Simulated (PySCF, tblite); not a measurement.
# C₅H₈OS₂: dynamics, then NMR shifts on frames

Aim: move C₅H₈OS₂ (`COC(=S)CC(C)=S`) away from its starting geometry and see how NMR shifts follow the geometry.

The runs use tblite 0.8.0 and PySCF 2.14.0, with density-fitted response routines of our own; the level of theory stands in each step. All values are computed, except where a source is named. Atoms are numbered from 0 throughout.

## (1) The molecule as given

16 atoms, charge 0, multiplicity 1; geometry from: GFN2-xTB.

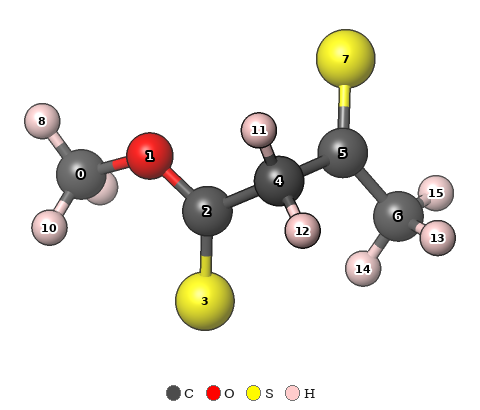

The starting geometry (carbon dark grey, oxygen red, sulfur yellow, hydrogen pink), atoms numbered.

## (2) A short Langevin run with GFN2-xTB

What the job is given:

```
{"job": {"kind": "md", "xc": "GFN2-xTB", "basis": "xTB", "temperature": 600, "steps": 2000, "every": 50, "frames": 5}, "charge": 0, "multiplicity": 1}
C      2.816719     0.394347     0.296347
O      1.501682     0.828941     0.584263
C      0.534142     0.483947    -0.241267
S      0.743064    -0.380546    -1.607751
C     -0.822729     0.934057     0.240048
C     -1.467115    -0.241469     0.929551
C     -2.201799    -1.183453     0.053706
S     -1.291702    -0.461530     2.526774
H      3.445191     0.774297     1.097774
H      2.858328    -0.697216     0.262070
H      3.146212     0.787260    -0.669030
H     -0.682190     1.753652     0.945190
H     -1.423193     1.248634    -0.613722
H     -3.090940    -0.698076    -0.351685
H     -1.572946    -1.459770    -0.795930
H     -2.500322    -2.074132     0.599734
```

Level: GFN2-xTB Langevin dynamics, gas phase.

Started as:

```console
$ OMP_NUM_THREADS=1 python probes_run.py task.json out
```

This one command runs all jobs of the session in turn.

Log:

```text
t/fs     T/K      E/eV
    0.0   487.9   -688.85656
   25.0   281.0   -688.32001
   50.0   488.6   -688.35292
   75.0   431.2   -687.66210
  100.0   557.3   -687.68401
  125.0   588.2   -687.78244
  150.0   699.6   -688.04341
  175.0   615.3   -687.63441
  200.0   568.7   -687.47046
  225.0   803.5   -687.91475
  250.0   530.1   -687.62494
  275.0   651.4   -687.60943
  300.0   602.5   -687.89674
  325.0   477.4   -687.69142
  350.0   723.4   -687.77192
  375.0   646.5   -688.00399
  400.0   608.2   -687.93029
  425.0   584.9   -687.74076
  450.0   513.8   -687.83049
  475.0   636.6   -687.76459
  500.0   565.7   -687.54359
  525.0   672.8   -687.95886
  550.0   549.7   -687.57464
  575.0   452.0   -687.55598
  600.0   499.2   -687.66522
  625.0   723.1   -687.95147
  650.0   542.2   -687.92369
  675.0   499.8   -687.99632
  700.0   464.3   -688.13617
  725.0   512.4   -688.02250
  750.0   395.9   -687.70342
  775.0   506.2   -687.90854
  800.0   523.9   -687.77366
  825.0   444.7   -687.92854
  850.0   459.6   -688.00903
  875.0   409.7   -688.03323
  900.0   414.0   -687.97334
  925.0   608.1   -688.07390
  950.0   563.2   -687.89133
  975.0   670.5   -687.91532
 1000.0   628.4   -687.58580
```

It took 25 s on 1 thread of Arm Neoverse N1, shared host; peak memory 0.18 GiB.

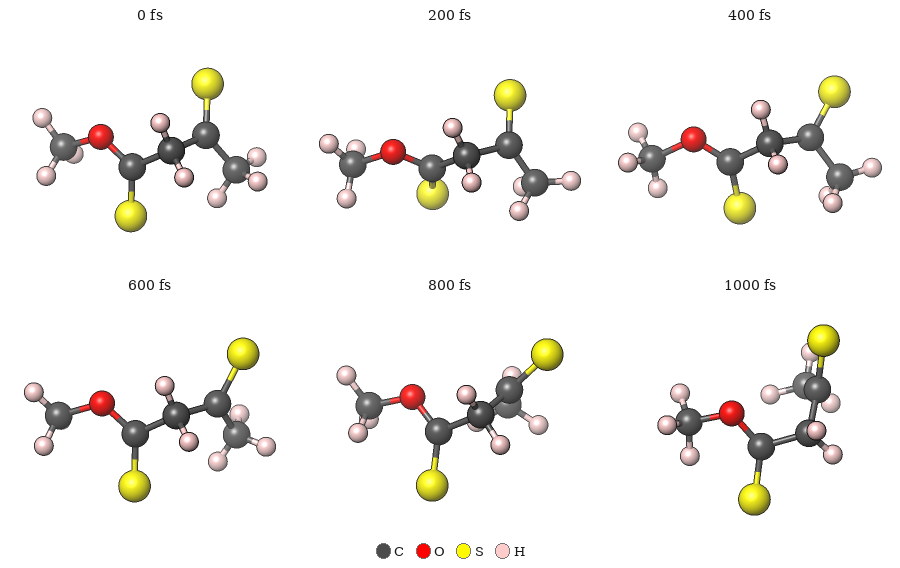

Frames of the run.

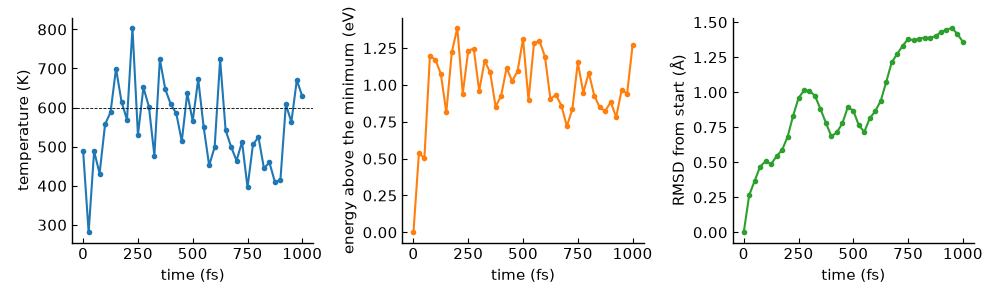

Temperature, potential energy and distance from the start.

Positions (Å) and forces (eV/Å) at 1000 fs:

```xyz
16

C     1.658    1.163    1.024    0.479   -4.444    0.084
O     0.326    1.134    1.343   -2.189   -1.026   -1.108
C    -0.474    0.460    0.470   -1.392    1.870    0.766
S    -0.292    0.132   -1.100    0.992   -0.274   -0.327
C    -1.923    0.367    0.952    0.213   -1.663    1.086
C    -1.912   -0.064    2.361    2.038   -0.800    2.625
C    -1.087   -1.362    2.662    0.355    2.333   -1.003
S    -2.267    0.789    3.733   -0.335   -0.109   -1.276
H     1.771    0.483    0.087    0.430    0.650    1.392
H     2.023    2.060    0.763    1.035    3.351   -0.653
H     2.167    0.759    1.947    0.030    0.253   -1.063
H    -2.475    1.266    0.902   -0.350    1.111   -0.520
H    -2.451   -0.463    0.457    0.238    0.482   -0.522
H    -1.085   -1.490    3.701    0.185   -0.096    1.535
H    -1.629   -2.172    2.277   -0.165   -1.246   -1.062
H    -0.005   -1.250    2.327   -1.567   -0.392    0.046
```

## (3) Shielding tensors: 250 fs, PBE0/pcSseg-1

What the job is given:

```
{"job": {"kind": "nmr", "xc": "PBE0", "basis": "pcSseg-1", "pop": false}, "charge": 0, "multiplicity": 1}
C      2.521900     0.732700    -0.075600
O      1.124100     0.985800     0.272400
C      0.227700     0.082300    -0.057400
S      0.185700    -1.434400    -0.582900
C     -1.220000     0.643600     0.301700
C     -2.084100    -0.521900     0.825100
C     -2.818000    -1.246800    -0.223100
S     -2.159300    -0.737000     2.488100
H      2.929500     1.713300    -0.385300
H      3.057800     0.454600     0.748700
H      2.489300     0.022200    -0.980400
H     -1.095000     1.448900     1.085000
H     -1.574500     1.171900    -0.628300
H     -3.660900    -1.624800     0.400100
H     -3.270400    -0.575200    -0.986600
H     -2.462400    -2.053200    -0.864200
```

Method: GIAO PBE0/pcSseg-1 NMR shielding, non-relativistic, gas phase.

Log:

```text
coarse grid: 14728 points
cycle   1  E = -1066.0584936614  dE =  9.587e-01  |g| = 5.989e-01  |ddm| = 3.725e+00
cycle   2  E = -1065.8718841394  dE =  1.866e-01  |g| = 1.080e+00  |ddm| = 1.522e+00
cycle   3  E = -1066.1396142060  dE = -2.677e-01  |g| = 1.934e-01  |ddm| = 1.137e+00
cycle   4  E = -1066.1479100341  dE = -8.296e-03  |g| = 7.993e-02  |ddm| = 2.767e-01
cycle   5  E = -1066.1494681014  dE = -1.558e-03  |g| = 2.560e-02  |ddm| = 1.005e-01
cycle   6  E = -1066.1496196731  dE = -1.516e-04  |g| = 5.853e-03  |ddm| = 2.734e-02
cycle   7  E = -1066.1496248792  dE = -5.206e-06  |g| = 3.872e-03  |ddm| = 8.836e-03
cycle   8  E = -1066.1496282002  dE = -3.321e-06  |g| = 7.591e-04  |ddm| = 4.078e-03
final grid: 133720 points
cycle   9  E = -1066.2134637973  dE = -9.247e-06  |g| = 1.429e-02  |ddm| = 2.894e-02
cycle  10  E = -1066.2133365545  dE =  1.272e-04  |g| = 2.690e-02  |ddm| = 3.490e-02
cycle  11  E = -1066.2135040652  dE = -1.675e-04  |g| = 3.925e-03  |ddm| = 2.758e-02
cycle  12  E = -1066.2135081410  dE = -4.076e-06  |g| = 5.751e-04  |ddm| = 4.352e-03
cycle  13  E = -1066.2135082072  dE = -6.621e-08  |g| = 1.438e-04  |ddm| = 5.341e-04
cycle  14  E = -1066.2135082122  dE = -4.993e-09  |g| = 3.511e-05  |ddm| = 1.691e-04
cycle  15  E = -1066.2135082125  dE = -3.188e-10  |g| = 6.481e-06  |ddm| = 4.686e-05
converged SCF energy = -1066.2135082125

GIAO shielding tensors (ppm)
atom      isotropic    diamagn.    paramagn.     s11        s22        s33       span
  0 C      124.219     245.386    -121.167     84.887    108.562    179.209     94.322
  1 O       78.720     399.610    -320.890   -139.965    112.677    263.447    403.411
  2 C      -45.786     257.928    -303.714   -222.023     -3.291     87.955    309.978
  3 S       71.577    1060.336    -988.759   -591.682    127.479    678.934   1270.617
  4 C      101.117     252.061    -150.944     80.841    100.064    122.445     41.604
  5 C      -94.722     261.574    -356.296   -270.826   -146.903    133.564    404.390
  6 C      140.102     236.849     -96.746    105.298    130.511    184.498     79.199
  7 S     -574.200    1056.119   -1630.319  -1800.956   -419.303    497.658   2298.614
  8 H       27.332      28.025      -0.693     23.638     25.956     32.403      8.765
  9 H       28.962      30.752      -1.791     25.451     27.018     34.416      8.964
 10 H       25.140      27.127      -1.988     20.709     25.210     29.500      8.791
 11 H       26.741      32.004      -5.263     24.577     27.255     28.390      3.812
 12 H       26.835      31.147      -4.311     24.714     27.017     28.776      4.062
 13 H       27.399      24.720       2.679     22.730     28.304     31.163      8.434
 14 H       28.229      25.876       2.353     25.446     27.293     31.947      6.501
 15 H       26.507      27.004      -0.497     22.897     27.024     29.600      6.703
```

Wall time 47 s (1 thread of Arm Neoverse N1, shared host); peak memory 0.78 GiB.

The references, computed at this level on geometries of the same kind, shield at (ppm): 1H TMS 31.72, 13C TMS 186.9, 17O H2O 336.1, 33S CS2 504. Their shielding less the atom's gives the shift. The references are single molecules in the gas phase, so shifts against H2O, NH3, PH3, H3PO4 or CFCl3 are not on the usual liquid scales and can be off by tens of ppm. Each atom is listed at this fixed geometry, with no averaging over motion; a spectrum would average atoms that exchange fast.

```tsv
atoms	environment	σ (ppm)	δ (ppm)
C5	thiocarbonyl carbon	-94.7	281.6
C2	thiocarbonyl carbon	-45.8	232.7
C4	sp3 CH2	101.1	85.8
C0	methyl carbon bonded to O	124.2	62.7
C6	methyl carbon	140.1	46.8
H10	hydrogen on a methyl carbon bonded to O	25.14	6.58
H15	hydrogen on a methyl carbon	26.51	5.21
H11	hydrogen on an sp3 CH2	26.74	4.98
H12	hydrogen on an sp3 CH2	26.84	4.88
H8	hydrogen on a methyl carbon bonded to O	27.33	4.38
H13	hydrogen on a methyl carbon	27.40	4.32
H14	hydrogen on a methyl carbon	28.23	3.49
H9	hydrogen on a methyl carbon bonded to O	28.96	2.76
O1	oxygen bound to a thiocarbonyl carbon	78.7	257.4
S7	thione sulfur	-574	1078
S3	thione sulfur	72	432
```

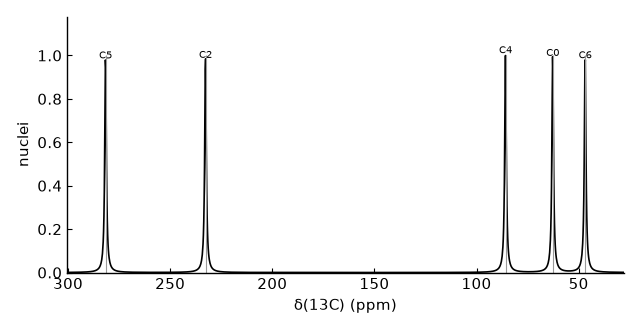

13C lines at the computed shifts, without couplings. Lines are broadened to a width of 0.94 ppm (Lorentzian).

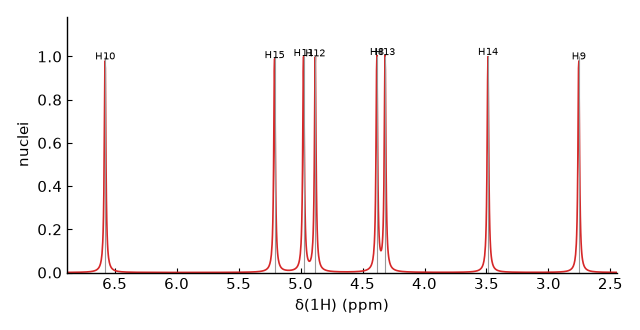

1H lines at the computed shifts, without couplings. Lines are broadened to a width of 0.02 ppm (Lorentzian).

## (4) Shielding tensors: 425 fs, PBE0/pcSseg-1

What the job is given:

```
{"job": {"kind": "nmr", "xc": "PBE0", "basis": "pcSseg-1", "pop": false}, "charge": 0, "multiplicity": 1}
C      1.901000     0.413700     0.340900
O      0.685900     0.719300     1.045500
C     -0.379100     0.113300     0.626900
S     -0.459900    -0.781500    -0.745900
C     -1.794500     0.399600     1.299500
C     -2.774200    -0.781400     1.474600
C     -3.341800    -1.504700     0.268100
S     -3.063800    -1.091500     3.011000
H      2.556500    -0.267100     0.866700
H      1.641000    -0.064100    -0.622500
H      2.442600     1.276400     0.200700
H     -1.535000     0.872000     2.251200
H     -2.345600     1.121800     0.676500
H     -4.242300    -2.004400     0.586700
H     -3.322700    -0.904800    -0.654200
H     -2.841300    -2.412400    -0.213600
```

With the program's defaults for keys left out, this is: GIAO PBE0/pcSseg-1 NMR shielding, non-relativistic, gas phase.

Log:

```text
coarse grid: 14728 points
cycle   1  E = -1066.0614878332  dE =  1.100e+00  |g| = 5.902e-01  |ddm| = 3.756e+00
cycle   2  E = -1065.8965530655  dE =  1.649e-01  |g| = 1.032e+00  |ddm| = 1.497e+00
cycle   3  E = -1066.1431043334  dE = -2.466e-01  |g| = 1.711e-01  |ddm| = 1.085e+00
cycle   4  E = -1066.1490922926  dE = -5.988e-03  |g| = 7.623e-02  |ddm| = 2.394e-01
cycle   5  E = -1066.1503892376  dE = -1.297e-03  |g| = 2.323e-02  |ddm| = 8.518e-02
cycle   6  E = -1066.1504967886  dE = -1.076e-04  |g| = 4.483e-03  |ddm| = 2.274e-02
cycle   7  E = -1066.1504993967  dE = -2.608e-06  |g| = 3.030e-03  |ddm| = 6.789e-03
final grid: 133720 points
cycle   8  E = -1066.2144277704  dE = -5.128e-07  |g| = 1.689e-02  |ddm| = 3.191e-02
cycle   9  E = -1066.2142451824  dE =  1.826e-04  |g| = 3.191e-02  |ddm| = 4.494e-02
cycle  10  E = -1066.2144897862  dE = -2.446e-04  |g| = 3.339e-03  |ddm| = 3.353e-02
cycle  11  E = -1066.2144926218  dE = -2.836e-06  |g| = 4.091e-04  |ddm| = 3.504e-03
cycle  12  E = -1066.2144926497  dE = -2.796e-08  |g| = 1.652e-04  |ddm| = 4.337e-04
cycle  13  E = -1066.2144926559  dE = -6.202e-09  |g| = 3.599e-05  |ddm| = 1.674e-04
cycle  14  E = -1066.2144926562  dE = -2.719e-10  |g| = 1.220e-05  |ddm| = 3.967e-05
converged SCF energy = -1066.2144926562

GIAO shielding tensors (ppm)
atom      isotropic    diamagn.    paramagn.     s11        s22        s33       span
  0 C      131.313     247.887    -116.574     90.741    119.214    183.984     93.242
  1 O       73.606     397.322    -323.716   -174.803    113.678    281.944    456.747
  2 C      -48.570     259.543    -308.113   -234.948      4.300     84.939    319.887
  3 S       51.818    1061.942   -1010.124   -548.059     13.049    690.463   1238.523
  4 C      104.526     249.388    -144.861     71.621    106.638    135.320     63.699
  5 C      -76.003     257.484    -333.486   -247.314   -115.250    134.557    381.871
  6 C      143.807     242.071     -98.264    113.819    132.662    184.939     71.120
  7 S     -602.714    1054.092   -1656.806  -1988.099   -370.352    550.308   2538.407
  8 H       28.564      29.950      -1.386     24.697     26.116     34.879     10.182
  9 H       23.315      29.080      -5.765     16.389     24.668     28.888     12.499
 10 H       29.298      31.489      -2.191     25.462     27.307     35.125      9.663
 11 H       27.401      31.300      -3.899     23.482     27.159     31.561      8.078
 12 H       27.174      30.488      -3.314     25.589     26.514     29.420      3.831
 13 H       28.387      24.837       3.550     24.698     27.730     32.733      8.035
 14 H       26.754      28.360      -1.606     24.112     26.779     29.372      5.261
 15 H       26.149      27.903      -1.753     21.647     26.619     30.183      8.535
```

Run time: 45 s. Hardware: 1 thread of Arm Neoverse N1, shared host; peak memory 0.91 GiB.

Key values: δ C5 262.9, C2 235.5, C4 82.4, C0 55.6, H9 8.40, H15 5.57 ppm.

(Part 1 of 2 ends here.)
